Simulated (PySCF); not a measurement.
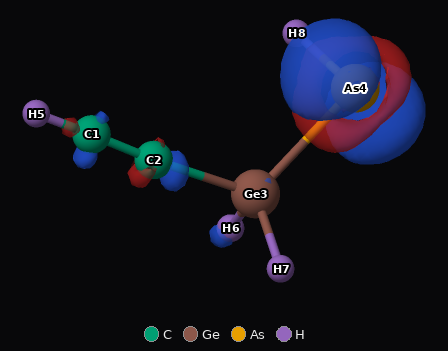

C$_{2}$H$_{4}$AsGe, doublet, SMILES `C#[C][GeH2][AsH]`. Fukui function f⁺ = ρ(N+1) − ρ(N) at fixed geometry, surfaces at ±0.04 e/Å³ (blue positive, red negative).

Computed with PySCF, HF/aug-cc-pVDZ, geometry: GFN2-xTB. No frequency check shows the geometry to be a minimum. GFN2-xTB bond lengths at metals and heavier atoms can be off by up to 0.1 Å and shapes distorted, which carries into these values. GFN2-xTB doesn't know the spin state, so this open-shell geometry is rough.

Geometry (Å), atoms numbered from 1:

```
C1      -2.9064    1.2981    0.0390
C2      -2.0234    0.4817    0.0171
Ge3     -0.5424   -0.7227   -0.0154
As4      1.5474    0.3793    0.0413
H5      -3.6990    1.9920    0.0563
H6      -0.8080   -1.5845   -1.2377
H7      -0.7840   -1.6516    1.1560
H8       1.1621    1.1765   -1.1817
```

Question: On which atoms does the density change most on addition of an electron?

Answer: f⁺ (Hirshfeld-condensed) is largest on As4 (0.61); the vertical electron affinity is 0.83 eV (to the singlet anion, which needn't be its lowest state). Condensed values hint at sites of nucleophilic attack but needn't mark the atom that reacts. Orbital relaxation makes it negative in places (0.24 e in all).
